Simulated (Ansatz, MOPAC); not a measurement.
Breaking a bond: MgN (cation, charge +1), lowest triplet found (which spin is the ground state isn't settled by this scan).

Levels: ROCCSDT(Q) = CCSDT(Q)/B on ROHF/aug-cc-pVDZ, frozen core (Ansatz, a program for electronic structure); PM3, unrestricted, heats of formation (MOPAC); UKS-PBE = unrestricted PBE/aug-cc-pVDZ (Ansatz).

Energies are in eV, each relative to the lowest point of its own curve between 1.76 and 2.66 Å, where full CI is lowest.

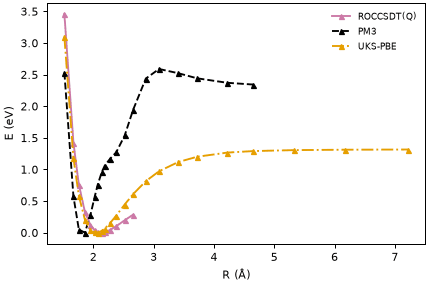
Fig. 1. Energy against bond length for each method.

```tsv
R / Å	ROCCSDT(Q)	PM3	UKS-PBE
1.52	3.455	2.530	3.096
1.67	1.420	0.572	1.182
1.76	0.759	0.049	0.579
1.86	0.329	0.000	0.207
1.95	0.122	0.273	0.048
2.02	0.040	0.558	0.002
2.07	0.011	0.749	0.000
2.14	0.000	0.959	0.028
2.19	0.008	1.061	0.064
2.28	0.044	1.171	0.152
2.38	0.102	1.270	0.270
2.52	0.195	1.537	0.445
2.66	0.285	1.943	0.609
2.87	—	2.437	0.814
3.09	—	2.588	0.971
3.41	—	2.521	1.117
3.72	—	2.441	1.200
4.22	—	2.370	1.266
4.65	—	2.342	1.290
5.33	—	—	1.305
6.18	—	—	1.311
7.22	—	—	1.314
```

The PM3 curve passes through a maximum at 3.09 Å and then falls by 0.246 eV up to the last usable point.

Dashes: no converged value, or the column stops at the first point that the program doubted or that broke a chosen test of continuity, which isn't proof of a fault.

The T1 diagnostic of CCSD on the restricted reference of ROCCSDT(Q) exceeds 0.045 at 1.67 to 3.09 Å. The unrestricted determinant behind UKS-PBE is spin-contaminated at 2.02 to 7.22 Å (<S²> up to 3.0, against 2.00 for a pure triplet).
